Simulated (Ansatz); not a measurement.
CH6B2F2GeO

```yaml
atoms:
  - { symbol: B, position_ang: [-2.0994, 0.9033, -0.3618] }
  - { symbol: O, position_ang: [-1.1043, 0.3309, 0.3242] }
  - { symbol: C, position_ang: [0.2272, 0.2046, -0.1274] }
  - { symbol: Ge, position_ang: [0.7241, -1.7298, -0.0322] }
  - { symbol: B, position_ang: [1.2129, 1.1122, 0.6876] }
  - { symbol: F, position_ang: [2.4879, 1.1216, 0.3783] }
  - { symbol: F, position_ang: [0.8298, 1.8669, 1.6800] }
  - { symbol: H, position_ang: [-1.8958, 1.3590, -1.4592] }
  - { symbol: H, position_ang: [-3.1828, 0.9392, 0.1482] }
  - { symbol: H, position_ang: [0.3110, 0.4830, -1.1842] }
  - { symbol: H, position_ang: [-0.3616, -2.5137, -0.7743] }
  - { symbol: H, position_ang: [2.0874, -1.9423, -0.6986] }
  - { symbol: H, position_ang: [0.7838, -2.1696, 1.4342] }
```

Theory: RHF/def2-SVP (Ansatz 0.2.0).

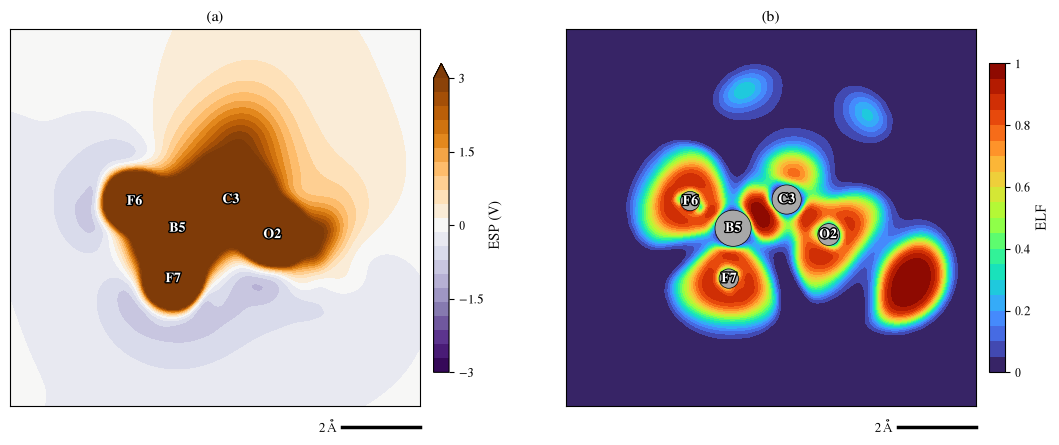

Figure 1. (a) molecular electrostatic potential; (b) ELF on the plane of atoms C3, B5 and F6. Grey discs cover the atomic cores in the ELF map.

What does the map show?

- Atoms in the plane: O, C, B and F.
- B–F (1.30 Å): the ELF peaks at about 0.85 between the atoms: a polar covalent bond.
- C–O (1.41 Å): the ELF peaks at about 0.90 between the atoms (a polar covalent bond).
- C–B (1.57 Å): the ELF peaks at about 1 between the atoms: localised, covalent bonding.
- The ELF also peaks beside F7, O2 and F6, away from the bonds: lone-pair regions.
- Outside the dense part of the molecule the potential is most negative (−1.0 V) near O2.

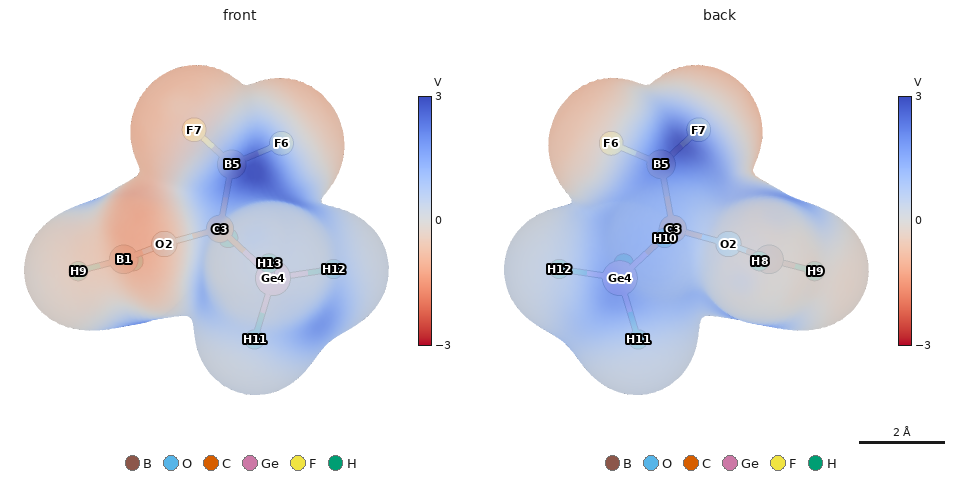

Figure 2. The molecular electrostatic potential painted on the density surface at 0.002 e/bohr³, seen from the front and from behind; the colour scale runs from red (negative) to blue (positive).

Describe the electrostatic potential map.

The most negative region (about −1.2 V) lies over O2, the most positive (about +2.8 V) over B5. O2 is the likeliest acceptor of a hydrogen bond.

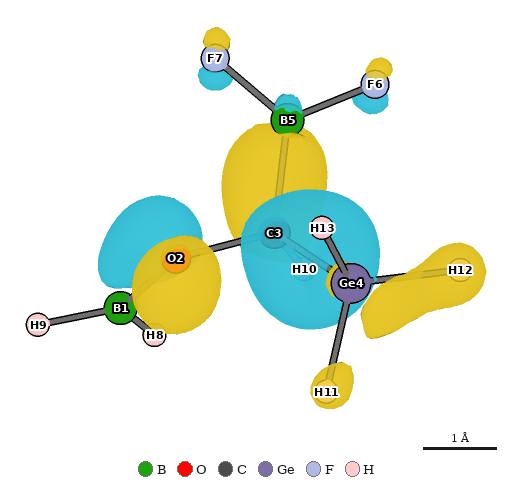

Figure 3. The HOMO at ±0.15 Å⁻³ᐟ² (yellow and cyan are the two phases), seen at a tilt.

What is the character of this orbital?

It lies mainly on C3 (about 30 %), Ge4 (about 20 %), O2 (about 20 %) and B5 (about 10 %). Its energy is −11.62 eV.

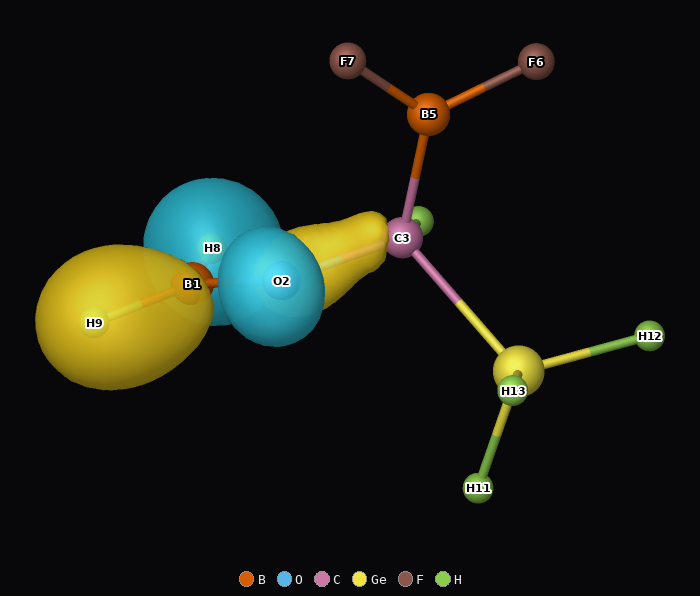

Figure 4. The HOMO−1 at ±0.2 Å⁻³ᐟ² (yellow and cyan are the two phases), seen at a tilt.

Where does this orbital lie, and at what energy?

It lies mainly on B1 (about 30 %), O2 (about 20 %), H8 (about 20 %) and H9 (about 20 %). Its energy is −12.50 eV.
